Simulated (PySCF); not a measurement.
**InHF (SMILES [F][InH]): UB2PLYP/STO-3G**

What is the vertical doublet–quartet gap of InHF at UB2PLYP/STO-3G? Input form: a Python script.

The calculation is run with PySCF 2.14.0.

16 further runs of the same task are left out: 6 that didn't finish, 10 set aside as unsound or not needed.

**1. The structure to begin with**

InHF has 3 atoms, charge 0, and is taken as a doublet. SMILES: `[F][InH]`. The shape is that of a PBE0-D4/def2-TZVP optimisation.

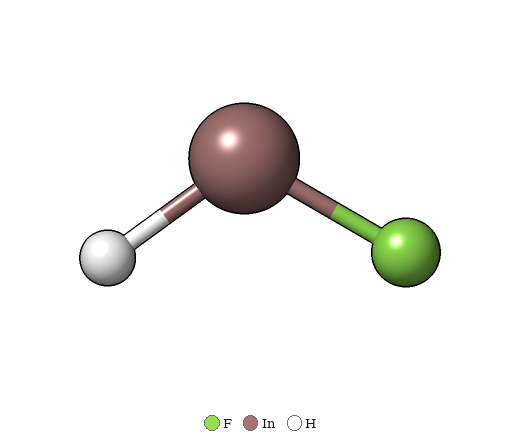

The structure, seen from a chosen angle (fluorine green, indium brown, hydrogen white).

**2. The energy at UB2PLYP/STO-3G**

The input, input.py:

```python
from pyscf import gto, dft, mp

system = gto.Mole()
system.atom = [
    ('F', (1.088400, 0.989500, 0.694300)),
    ('In', (-0.522500, 0.355100, -0.244800)),
    ('H', (-0.576900, -1.409400, -0.462800)),
]
system.spin = 1
system.basis = 'sto-3g'
system.verbose = 4
system.charge = 0
system.max_memory = 1860
system.build()

mf = dft.UKS(system, xc='0.53*HF + 0.47*B88, 0.73*LYP')
mf.grids.level = 5
mf.conv_tol = 1e-10
mf.kernel()
if not mf.converged:
    mf = mf.newton().run(mf.mo_coeff, mf.mo_occ)

pt = mp.MP2(mf, frozen=19).run()
energy = mf.e_tot + 0.27 * pt.e_corr
print('PT2 part  %.8f' % (0.27 * pt.e_corr))
print('Final energy', energy)
```

On the command line:

```sh
OMP_NUM_THREADS=1 python input.py
```

Output:

```text
PySCF version 2.14.0

[INPUT] num. atoms = 3
[INPUT] num. electrons = 59
[INPUT] charge = 0
[INPUT] spin (= nelec alpha-beta = 2S) = 1
[INPUT] symmetry False subgroup None
[INPUT] Mole.unit = angstrom
[INPUT] Symbol           X                Y                Z      unit          X                Y                Z       unit  Magmom
[INPUT]  1 F      1.088400000000   0.989500000000   0.694300000000 AA    2.056777913977   1.869884000257   1.312036848286 Bohr   0.0
[INPUT]  2 In    -0.522500000000   0.355100000000  -0.244800000000 AA   -0.987381900085   0.671041746833  -0.462604955294 Bohr   0.0
[INPUT]  3 H     -0.576900000000  -1.409400000000  -0.462800000000 AA   -1.090183001262  -2.663379999962  -0.874565250449 Bohr   0.0

nuclear repulsion = 134.577512650394
number of shells = 15
number of NR pGTOs = 99
number of NR cGTOs = 33
basis = sto-3g
ecp = {}

******** <class 'pyscf.dft.uks.UKS'> ********
method = UKS
initial guess = minao
damping factor = 0
level_shift factor = 0
DIIS = <class 'pyscf.scf.diis.CDIIS'>
diis_start_cycle = 1
diis_space = 8
diis_damp = 0
SCF conv_tol = 1e-10
SCF conv_tol_grad = None
SCF max_cycles = 50
direct_scf = True
direct_scf_tol = 1e-13
number electrons alpha = 30  beta = 29
XC library pyscf.dft.libxc version 7.0.0
    S. Lehtola, C. Steigemann, M. J.T. Oliveira, and M. A.L. Marques.,  SoftwareX 7, 1–5 (2018)
XC functionals = 0.53*HF + 0.47*B88, 0.73*LYP
    A. D. Becke.,  Phys. Rev. A 38, 3098 (1988)
    C. Lee, W. Yang, and R. G. Parr.,  Phys. Rev. B 37, 785 (1988)
    B. Miehlich, A. Savin, H. Stoll, and H. Preuss.,  Chem. Phys. Lett. 157, 200 (1989)
radial grids:
    Treutler-Ahlrichs [JCP 102, 346 (1995); DOI:10.1063/1.469408] (M4) radial grids

becke partition: Becke, JCP 88, 2547 (1988); DOI:10.1063/1.454033
pruning grids: <function nwchem_prune>
grids dens level: 5
symmetrized grids: False
atomic radii adjust function: <function treutler_atomic_radii_adjust>
small_rho_cutoff = 0
Set gradient conv threshold to 1e-05
tot grids = 114744
init E= -5767.84469900388
[... the frontier-level lines of each cycle are left out ...]


cycle= 1 E= -5783.0873429642  delta_E= -15.2  |g|= 0.293  |ddm|= 1.42
cycle= 2 E= -5782.91135625394  delta_E= 0.176  |g|= 0.649  |ddm|= 1.32
cycle= 3 E= -5783.18574707181  delta_E= -0.274  |g|= 0.0286  |ddm|= 0.808
cycle= 4 E= -5783.18744753914  delta_E= -0.0017  |g|= 0.00915  |ddm|= 0.109
cycle= 5 E= -5783.18773524973  delta_E= -0.000288  |g|= 0.00395  |ddm|= 0.044
cycle= 6 E= -5783.18779607206  delta_E= -6.08e-05  |g|= 0.00167  |ddm|= 0.023
cycle= 7 E= -5783.18780848776  delta_E= -1.24e-05  |g|= 0.000568  |ddm|= 0.0113
cycle= 8 E= -5783.18781003151  delta_E= -1.54e-06  |g|= 0.000178  |ddm|= 0.00515
cycle= 9 E= -5783.18781011613  delta_E= -8.46e-08  |g|= 3.79e-05  |ddm|= 0.000889
cycle= 10 E= -5783.1878101219  delta_E= -5.77e-09  |g|= 1.75e-05  |ddm|= 0.000204
cycle= 11 E= -5783.18781012347  delta_E= -1.57e-09  |g|= 3.41e-06  |ddm|= 0.000147
cycle= 12 E= -5783.18781012354  delta_E= -7.19e-11  |g|= 6.38e-07  |ddm|= 3.18e-05
Extra cycle  E= -5783.18781012354  delta_E= 2.73e-12  |g|= 3.35e-07  |ddm|= 2.67e-06
converged SCF energy = -5783.18781012354  <S^2> = 0.75678777  2S+1 = 2.0067763

******** <class 'pyscf.mp.ump2.UMP2'> ********
nocc = (np.int64(11), np.int64(10)), nmo = (14, 14)
frozen orbitals 19
E(UMP2) = -5783.2648493508  E_corr = -0.077039227261374
E(SCS-UMP2) = -5783.26658018546  E_corr = -0.0787700619200693
E_corr(same-spin) = -0.015781166300284
E_corr(oppo-spin) = -0.06125806096109
PT2 part  -0.02080059
Final energy -5783.208610714902
```

It took 9.9 s on 1 thread of Arm Neoverse N1, shared host; peak memory 0.25 GiB.

**3. The quartet**

The input, input.py:

```python
from pyscf import gto, dft, mp

molecule = gto.Mole()
molecule.atom = '''
F        1.088400       0.989500       0.694300
In      -0.522500       0.355100      -0.244800
H       -0.576900      -1.409400      -0.462800
'''
molecule.basis = 'sto-3g'
molecule.spin = 3
molecule.verbose = 3
molecule.max_memory = 1860
molecule.build()

mf = dft.UKS(molecule)
mf.xc = '0.53*HF + 0.47*B88, 0.73*LYP'
mf.grids.level = 5
mf.conv_tol = 1e-10
mf.kernel()
if not mf.converged:
    mf = mf.newton().run(mf.mo_coeff, mf.mo_occ)

pt = mp.MP2(mf, frozen=19).run()
e_tot = mf.e_tot + 0.27 * pt.e_corr
print('PT2 part  %.8f' % (0.27 * pt.e_corr))
print(f'total energy: {e_tot:.8f} hartree')
```

On the command line:

```sh
OMP_NUM_THREADS=1 python input.py
```

Output:

```text
WARN: HOMO -0.315528192679962 >= LUMO -0.680207082085094

WARN: HOMO 0.0179682724643061 >= LUMO -0.0126598297054142

WARN: HOMO -0.00970001705173434 >= LUMO -0.0833393890497638

WARN: HOMO -0.0335708750222479 >= LUMO -0.0473974909972233

WARN: HOMO -0.0294290053203277 >= LUMO -0.0385505551098957

WARN: HOMO -0.0291299847410031 >= LUMO -0.0369095318841142

WARN: HOMO -0.0272971100843679 >= LUMO -0.035061487680954

WARN: HOMO -0.0266122576246717 >= LUMO -0.0346836782263524

WARN: HOMO -0.0261944956944275 >= LUMO -0.0346581016092908

WARN: HOMO -0.0249722149710844 >= LUMO -0.0313472730786566

WARN: HOMO -0.0246440034044184 >= LUMO -0.0339181540510245

WARN: HOMO -0.0245027526068912 >= LUMO -0.0335503573450687

WARN: HOMO -0.0244482419490604 >= LUMO -0.0339615438154066

WARN: HOMO -0.024445164156114 >= LUMO -0.0338246535652325

WARN: HOMO -0.0244501200192549 >= LUMO -0.0339288213543755

WARN: HOMO -0.0244533130418005 >= LUMO -0.0339229924978562

WARN: HOMO -0.0244530669837587 >= LUMO -0.0339173954603609

WARN: HOMO -0.0244528125759504 >= LUMO -0.0339179653208909

converged SCF energy = -5783.0231837355  <S^2> = 3.7638432  2S+1 = 4.0069156
E(UMP2) = -5783.07046101801  E_corr = -0.0472772825085409
E(SCS-UMP2) = -5783.07059985722  E_corr = -0.0474161217159478
PT2 part  -0.01276487
total energy: -5783.03594860 hartree
```

Wall time 13 s (1 thread of Arm Neoverse N1, shared host); peak memory 0.25 GiB.

**4. Summary of results**

At UB2PLYP/STO-3G, 19 core orbitals frozen:

| quantity | value |
| --- | --- |
| doublet: total energy | -5783.20861 Eh |
| doublet: dipole moment (SCF part) | 1.36 D |
| doublet: HOMO energy (SCF part's orbitals) (highest over α and β) | -3.12 eV |
| doublet: LUMO energy (SCF part's orbitals) (lowest over α and β) | 2.53 eV |
| doublet: ⟨S²⟩ | 0.757 |
| quartet: total energy | -5783.03595 Eh |
| quartet: dipole moment (SCF part) | 1.46 D |
| quartet: HOMO energy (SCF part's orbitals) (highest over α and β) | -0.67 eV |
| quartet: ⟨S²⟩ | 3.764 |
| vertical energy of the quartet above the doublet | 4.698 eV |

What this shows: At this shape the quartet lies 4.70 eV (453 kJ/mol) above the doublet. In a minimal basis such a difference can be off by several eV, whatever the method. Mulliken charges (doublet) run from -0.27 on F1 to +0.45 on In2. Relativity is left out (doublet) although the molecule holds a heavy atom. Relativity is left out (quartet) although the molecule holds a heavy atom.
